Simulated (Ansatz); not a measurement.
Consider CsCl in the CsCl type structure (space group Pm-3m, No. 221; a = 4.140 Å). Axes: x, y, z lie along the cube axes.

Perturbation: biaxial strain −0.56 %, plane normal [001], relaxed out of plane (Cartesian); in-plane vectors clamped, the third vector and the atoms free.

Computed with r2SCAN (Ansatz, a program for electronic structure, PAW, no spin-orbit coupling).

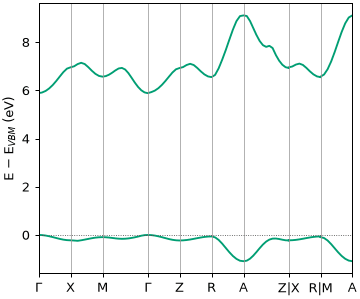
Highest valence and lowest conduction band along the path of the changed cell's own zone

The gap is 5.88 eV, direct at Γ; the base has 5.91 eV.

Whether these cells are dynamically stable was not tested. Labels are those of the standard path for the cell's own space group.
